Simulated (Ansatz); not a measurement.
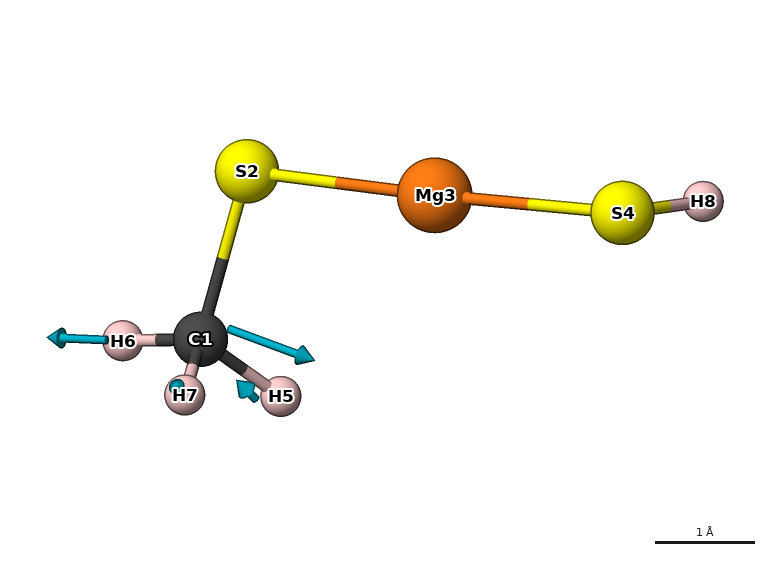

Arrows show the forces on the atoms, 0.2 Å of arrow for 1 eV/Å; forces under a tenth of the largest aren't drawn. Level of theory: PBE0-D4/def2-TZVPP (Ansatz 0.2.0).

On which atom is the force largest, and how large is it?

Answer. On C1: 5.08 eV/Å.

Along which bond is the force strongest?

Answer. C1–H6, now 1.005 Å: the forces push its atoms apart, so a first step downhill lengthens it.

List the force components in the frame of the picture (x right, y up, z towards the viewer), in eV/Å.

```csv
atom,Fx,Fy,Fz
C1,4.40,−1.63,1.95
S2,0.00,0.17,−0.13
Mg3,0.04,0.03,−0.02
S4,0.08,0.00,−0.13
H5,−1.01,1.00,0.91
H6,−3.08,0.13,−1.82
H7,−0.29,0.30,−0.87
H8,−0.14,−0.01,0.12
```
